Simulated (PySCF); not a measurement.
# C₅H₇FSi₂: electronic excitations

What electronic excitations should C₅H₇FSi₂ (`FCC#C[SiH2]C#C[SiH3]`) show?

Programs: PySCF 2.14.0, with density-fitted response routines of our own. Each step states its level of theory. These are calculated values for one molecule in the gas phase, unless marked as measured. Atoms count from 0, in the outputs and in this text.

### Step 1. Starting geometry

15 atoms, charge 0, multiplicity 1; geometry from: GFN2-xTB.

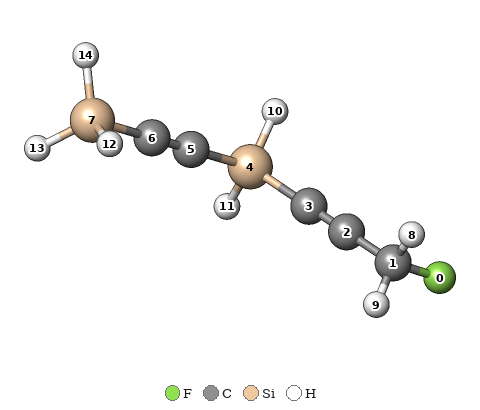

The starting geometry (fluorine green, carbon grey, silicon light orange, hydrogen white), atoms numbered.

### Step 2. Ultraviolet spectrum: CAM-B3LYP/def2-SVPD

What the job is given:

```
{"job": {"kind": "uv", "xc": "CAM-B3LYP", "basis": "def2-SVPD", "nstates": 8, "ntriplets": 3}, "charge": 0, "multiplicity": 1}
F     -4.743323    -0.975514    -0.207305
C     -3.586937    -0.746992    -0.923351
C     -2.460226    -0.506129    -0.043229
C     -1.550621    -0.310532     0.720926
Si    -0.132094    -0.007090     1.873718
C      1.345174     0.286432     0.797373
C      2.320029     0.480095     0.105460
Si     3.805724     0.773605    -0.956159
H     -3.775485     0.125893    -1.561478
H     -3.414734    -1.638190    -1.540300
H     -0.413155     1.191744     2.671549
H      0.080579    -1.204328     2.694801
H      3.398233     0.649391    -2.358140
H      4.815656    -0.232825    -0.617357
H      4.306766     2.122430    -0.678420
```

With the program's defaults for keys left out, this is: TDDFT CAM-B3LYP/def2-SVPD, vertical, gas phase, core orbitals frozen in the response.

Launch:

```console
> OMP_NUM_THREADS=1 python probes_run.py task.json out
```

The driver reads the jobs from task.json and runs them one after another.

Output:

```text
coarse grid: 14104 points
cycle   1  E = -872.7234020603  dE =  7.603e-01  |g| = 6.036e-01  |ddm| = 1.098e+01
cycle   2  E = -872.7247947429  dE = -1.393e-03  |g| = 6.677e-01  |ddm| = 3.160e+00
cycle   3  E = -872.8065507001  dE = -8.176e-02  |g| = 1.071e-01  |ddm| = 8.998e-01
cycle   4  E = -872.8085230544  dE = -1.972e-03  |g| = 5.143e-02  |ddm| = 2.600e-01
cycle   5  E = -872.8091146096  dE = -5.916e-04  |g| = 1.940e-02  |ddm| = 1.412e-01
cycle   6  E = -872.8091959896  dE = -8.138e-05  |g| = 4.272e-03  |ddm| = 3.667e-02
cycle   7  E = -872.8092001887  dE = -4.199e-06  |g| = 1.593e-03  |ddm| = 1.529e-02
final grid: 129104 points
cycle   8  E = -872.9388738623  dE = -1.945e-05  |g| = 4.120e-03  |ddm| = 1.345e-01
cycle   9  E = -872.9388699191  dE =  3.943e-06  |g| = 5.968e-03  |ddm| = 1.701e-02
cycle  10  E = -872.9388773900  dE = -7.471e-06  |g| = 5.907e-04  |ddm| = 7.843e-03
cycle  11  E = -872.9388774629  dE = -7.282e-08  |g| = 2.385e-04  |ddm| = 1.119e-03
cycle  12  E = -872.9388774740  dE = -1.114e-08  |g| = 7.994e-05  |ddm| = 4.400e-04
cycle  13  E = -872.9388774754  dE = -1.349e-09  |g| = 2.670e-05  |ddm| = 1.727e-04
cycle  14  E = -872.9388774755  dE = -1.610e-10  |g| = 8.084e-06  |ddm| = 5.298e-05
converged SCF energy = -872.9388774755

Static polarisability (au): isotropic 113.825, principal 82.091 108.086 151.298

Singlet excitations
state   eV       nm        f      main configurations
  1   5.5988    221.4   0.00115   H->L 0.47, H->L+2 0.17, H-2->L 0.15
  2   5.6441    219.7   0.00001   H-2->L 0.30, H-1->L+1 0.27, H-2->L+2 0.11
  3   5.8819    210.8   0.00262   H-1->L 0.33, H-2->L+1 0.30, H-1->L+2 0.10
  4   5.8911    210.5   0.00003   H-1->L+1 0.52, H-2->L 0.16
  5   6.1975    200.1   0.01721   H-3->L 0.28, H->L+1 0.17, H->L+5 0.15
  6   6.5504    189.3   0.00091   H-3->L+5 0.36, H-3->L+1 0.32, H-1->L+5 0.20
  7   7.3926    167.7   0.00091   H->L+2 0.43, H-2->L 0.17, H->L 0.10
  8   7.4878    165.6   0.00111   H-2->L+2 0.41, H->L+3 0.14, H->L 0.12

Triplet excitations (Tamm-Dancoff, eV): 4.6937 4.9189 5.1108
```

Wall time 1.8 min (1 thread of Arm Neoverse N1, shared host); peak memory 1.1 GiB.

Frontier orbitals and where they lie:

| orbital | eV | atoms |
| --- | --- | --- |
| HOMO−3 | -10.03 | C3 32 %, C2 32 %, C5 9 % |
| HOMO−2 | -9.65 | C5 28 %, C6 28 %, C3 13 % |
| HOMO−1 | -9.56 | C5 32 %, C6 32 %, C3 10 % |
| HOMO | -9.46 | C3 26 %, C2 24 %, C6 10 % |
| LUMO | 0.20 | C3 15 %, C5 15 %, C6 14 % |
| LUMO+1 | 0.43 | C6 22 %, C5 22 %, Si4 16 % |
| LUMO+2 | 0.72 | Si4 21 %, C5 14 %, C6 12 % |

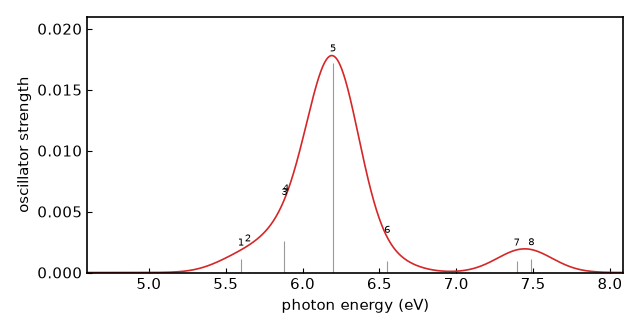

Absorption spectrum from the 8 singlet states computed; above the last one it falls off for lack of states. Lines are broadened to a width of 0.40 eV (Gaussian).

Ground-state properties from the same run:

| property | computed |
| --- | --- |
| dipole moment (D) | 1.97 |
| polarisability (Å³) | 16.87 |
| HOMO–LUMO gap (eV) | 9.66 |
| −ε(HOMO) (eV) | 9.46 |

### Step 3. What came out

```
                                quantity                        value
    lowest singlet (CAM-B3LYP/def2-SVPD)  5.60 eV (221 nm), f = 0.001
brightest single state of those computed  state 5, 6.20 eV, f = 0.017
                          lowest triplet                      4.69 eV
```

In words: The first singlet state (HOMO→LUMO 0.47, HOMO→LUMO+2 0.17) lies at 5.60 eV and is weak; of the 8 states computed, the strongest absorption comes from state 5 at 6.20 eV. The lowest triplet lies 0.91 eV below the lowest singlet (triplets in Tamm-Dancoff, singlets in full TDDFT).
